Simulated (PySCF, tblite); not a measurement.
**C5H8BCl: geometry, infrared bands and NMR shifts**

Wanted: the infrared bands and NMR shifts of C5H8BCl (`C=C=CCB(C)Cl`), by calculation.

The runs use tblite 0.8.0 and PySCF 2.14.0, with density-fitted response routines of our own; the level of theory stands in each step. All values are computed, except where a source is named. Atoms count from 0, in the outputs and in this text.

### Step 1. The starting structure

15 atoms, charge 0, multiplicity 1; geometry from: force field or distance geometry start.

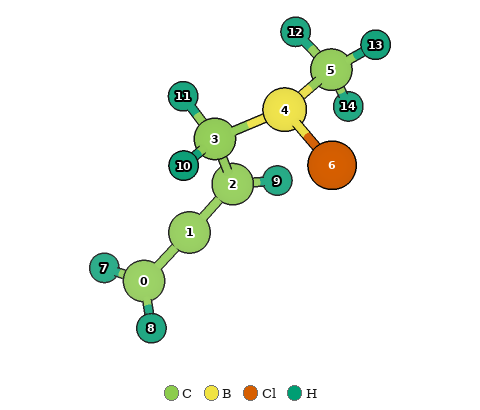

As it starts; carbon green, boron yellow, chlorine orange, hydrogen teal, atoms numbered; sticks join atoms by distance.

### Step 2. Geometry optimisation with GFN2-xTB

Job settings and geometry (Å):

```
{"job": {"kind": "relax", "xc": "GFN2-xTB", "basis": "xTB"}, "charge": 0, "multiplicity": 1}
C      3.166000    -0.013300     0.579500
C      1.889700    -0.176400     0.270300
C      0.639000    -0.336400    -0.003000
C     -0.289000     0.653700     0.606500
B     -1.557400     0.736200    -0.332500
C     -2.305600    -0.645100    -0.594900
Cl    -1.434500     1.864200    -1.808300
H      3.511200    -0.520200     1.448600
H      3.714200     0.623900    -0.067100
H      0.366100    -1.129400    -0.642700
H      0.196900     1.618200     0.779500
H     -0.575000     0.239200     1.604600
H     -2.457300    -1.085300     0.429100
H     -3.244400    -0.522900    -1.139800
H     -1.624600    -1.298400    -1.151500
```

The run is started by

```
$ OMP_NUM_THREADS=1 python probes_run.py task.json out
```

The driver reads the jobs from task.json and runs them one after another.

**Question.** This job is followed by: GFN2-xTB harmonic vibrations, gas phase; GIAO PBE0/pcSseg-1 NMR shielding, non-relativistic, gas phase. Predict these results of the whole session: strongest single infrared mode (GFN2-xTB); zero-point energy (GFN2-xTB); 13C shifts against TMS (PBE0/pcSseg-1); 1H shifts against TMS (PBE0/pcSseg-1, means over atoms taken as alike); 11B shifts against BF3·OEt2 (PBE0/pcSseg-1); 35Cl shifts against HCl (PBE0/pcSseg-1).

**Answer**, as computed:

```
                                                              quantity                              value
                             strongest single infrared mode (GFN2-xTB)              1041 cm⁻¹, 178 km/mol
                                          zero-point energy (GFN2-xTB)                      71.5 kcal/mol
                                13C shifts against TMS (PBE0/pcSseg-1)  222.4, 88.7, 78.7, 36.7, 13.7 ppm
1H shifts against TMS (PBE0/pcSseg-1, means over atoms taken as alike)         5.20, 4.94, 2.23, 0.99 ppm
                           11B shifts against BF3·OEt2 (PBE0/pcSseg-1)                           73.2 ppm
                               35Cl shifts against HCl (PBE0/pcSseg-1)                            272 ppm
```

What this shows: Over 87 steps the energy fell by 0.811 eV; of the close pairs, B4–Cl6 changed most, 1.862 to 1.710 Å. No mode is imaginary among the 39: a minimum at this level. The strongest single mode, at 1041 cm⁻¹, has its largest shares on B4, C3, C2 and H12 (the list is cut at 4 atoms). GFN2-xTB is a fitted tight-binding method: band positions and strengths are rough. Its intensities can rank the bands wrongly. C1 (central carbon of an allene) lies farthest downfield among carbon, at 222.4 ppm; the central sp carbon of an allene is among the most deshielded carbons of hydrocarbons. At PBE0/pcSseg-1: The largest span, 566 ppm, is at Cl6, where the paramagnetic term is -472 ppm.
